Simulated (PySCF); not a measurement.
# CBrF (SMILES F[C]Br) at 5 levels

Aim: a comparison of 5 runs (UB3LYP/STO-3G, UM06-2X/STO-3G, UMP2/STO-3G, UCCSDT/STO-3G, UCCSD(T)/STO-3G) of CBrF. Input form: a Python script.

The calculation is run with PySCF 2.14.0.

10 further runs of the same task are left out: 1 that didn't finish, 9 set aside as unsound or not needed.

### Step 1. The system as given

The species is CBrF (3 atoms), meant as a triplet with charge 0. SMILES: `F[C]Br`. The C2–Br3 distance was set to 5.067 Å, away from the relaxed value. At this shape a bond of the SMILES string is far longer than usual.

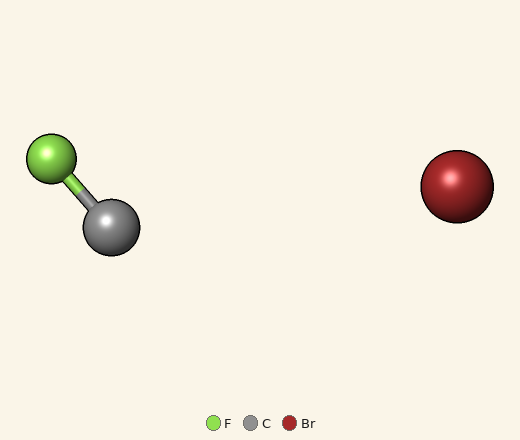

Viewed from a chosen angle; fluorine green, carbon grey, bromine red.

### Step 2. The energy at UB3LYP/STO-3G (run 1)

The input, job.py:

```python
from pyscf import gto, dft

molecule = gto.Mole()
molecule.atom = '''
F     -1.581302     8.198609     0.045964
C     -2.793335     6.207820    -0.839222
Br     0.342645    -2.810892    -0.125005
'''
molecule.unit = 'bohr'
molecule.basis = 'sto-3g'
molecule.max_memory = 1860
molecule.spin = 2
molecule.verbose = 4
molecule.build()

mf = dft.UKS(molecule)
mf.xc = 'b3lyp'
mf.conv_tol = 1e-10
mf.grids.level = 5
mf.kernel()
if not mf.converged:
    mf = mf.newton().run(mf.mo_coeff, mf.mo_occ)

e_tot = mf.e_tot
print(f'total energy: {e_tot:.8f} hartree')
```

Launch:

```bash
$ OMP_NUM_THREADS=1 python job.py
```

Log:

```text
PySCF version 2.14.0

[... 50 lines left out ...]
[... the frontier-level lines of each cycle are left out ...]
[... 39 lines left out ...]
[... 45 lines left out ...]
[... 29 lines left out ...]
[... 29 lines left out ...]
[... 1 line left out ...]
cycle= 27 E= -2681.79180096673  delta_E= -4.97e-09  |g|= 3.31e-07  |ddm|= 0.00604


cycle= 28 E= -2681.79180096673  delta_E= -4.55e-13  |g|= 1.35e-07  |ddm|= 0.000128


Extra cycle  E= -2681.79180096673  delta_E= 9.09e-13  |g|= 9.51e-08  |ddm|= 5.88e-07
converged SCF energy = -2681.79180096673  <S^2> = 2.0013507  2S+1 = 3.0009003
total energy: -2681.79180097 hartree
```

Run time: 7.5 s. Hardware: 1 thread of Arm Neoverse V1, shared host; peak memory 0.21 GiB.

### Step 3. A single-point energy at UM06-2X/STO-3G (run 2)

The input, input.py:

```python
from pyscf import gto, dft

mol = gto.Mole()
mol.atom = '''
F     -0.836789     4.338517     0.024323
C     -1.478169     3.285037    -0.444097
Br     0.181320    -1.487460    -0.066150
'''
mol.verbose = 4
mol.spin = 2
mol.basis = 'sto-3g'
mol.max_memory = 1860
mol.charge = 0
mol.build()

myscf = dft.UKS(mol, xc='m06-2x')
myscf.conv_tol = 1e-10
myscf.grids.level = 5
myscf.kernel()
if not myscf.converged:
    myscf = myscf.newton().run(myscf.mo_coeff, myscf.mo_occ)

energy = myscf.e_tot
print('E = %.10f Eh' % energy)
```

Launch:

```bash
$ OMP_NUM_THREADS=1 python input.py
```

Log:

```text
PySCF version 2.14.0

[... 51 lines left out ...]
[... the frontier-level lines of each cycle are left out ...]
[... 23 lines left out ...]
[... 19 lines left out ...]
[... 17 lines left out ...]
[... 45 lines left out ...]
SCF not converged.
[... 60 lines left out ...]
converged SCF energy = -2681.83954479848  <S^2> = 2.0022724  2S+1 = 3.0015145
E = -2681.8395447985 Eh
```

It took 37 s on 1 thread of Arm Neoverse V1, shared host; peak memory 0.43 GiB.

Runs 3 to 4 aren't shown in full; the table further down has their settings and results.

### Step 4. A single-point energy at UCCSD(T)/STO-3G (run 5)

The input, job.py:

```python
from pyscf import gto, cc

mol = gto.M(
    atom='F -0.836789 4.338517 0.024323; C -1.478169 3.285037 -0.444097; Br 0.181320 -1.487460 -0.066150',
    verbose=3,
    max_memory=1860,
    spin=2,
    basis='sto-3g',
)

mf = mol.UHF()
mf.conv_tol = 1e-10
mf.kernel()
if not mf.converged:
    mf = mf.newton().run(mf.mo_coeff, mf.mo_occ)

mycc = cc.CCSD(mf, frozen=11)
mycc.kernel()
e_t = mycc.ccsd_t()
e_final = mycc.e_tot + e_t
print('E(%s) = %.9f' % ('CCSD(T)', e_final))
```

Launch:

```bash
$ OMP_NUM_THREADS=1 python job.py
```

Log:

```text
WARN: HOMO 0.0278553171707364 >= LUMO -0.436061265585888

WARN: HOMO 3.96695703602517e-05 >= LUMO -0.00246901164077673

converged SCF energy = -2679.94067154612  <S^2> = 2.0035887  2S+1 = 3.0023915
E(UCCSD) = -2680.012737548147  E_corr = -0.07206600202945861
UCCSD(T) correction = -0.00614611967533854
E(CCSD(T)) = -2680.018883668
```

It took 1.2 s on 1 thread of Arm Neoverse V1, shared host; peak memory 0.12 GiB.

### Step 5. All runs side by side

| run | level | integration grid | frozen core orbitals | energy (Eh) | dipole moment (D) of the reference | HOMO energy (eV) | ⟨S²⟩ | wall time |
| --- | --- | --- | --- | --- | --- | --- | --- | --- |
| 1 | UB3LYP/STO-3G | 5 | – | -2681.791801 | 1.06 | -2.15 | 2.001 | 7.5 s |
| 2 | UM06-2X/STO-3G | 5 | – | -2681.839545 | 0.92 | -3.96 | 2.002 | 37 s |
| 3 | UMP2/STO-3G | – | 11 | -2679.997480 | 0.51 | -7.84 | 2.004 | 0.93 s |
| 4 | UCCSDT/STO-3G | – | 11 | -2680.019790 | 0.51 | -7.84 | 2.004 | 7.5 s |
| 5 | UCCSD(T)/STO-3G | – | 11 | -2680.018884 | 0.51 | -7.84 | 2.004 | 1.2 s |

### Step 6. Results

| quantity | value |
| --- | --- |
| run 5: total energy | -2680.01888 Eh |
| run 5: dipole moment (Hartree–Fock density) | 0.51 D |
| run 5: HOMO energy (Hartree–Fock orbitals) (highest over α and β) | -7.84 eV |
| run 5: LUMO energy (Hartree–Fock orbitals) (lowest over α and β) | 2.89 eV |
| run 5: correlation energy (11 core orbitals frozen) | -78.2 mEh |
| run 5: (T) correction | -6.15 mEh |
| run 5: ⟨S²⟩ of the reference determinant | 2.004 |
| run 5: T1 diagnostic | 0.016 |

In words: Totals of different functionals can't be ranked against each other. In runs 1, 2, 3, 4, 5 the basis is minimal, so the values are rough. All runs together took 54 s, the longest 37 s.
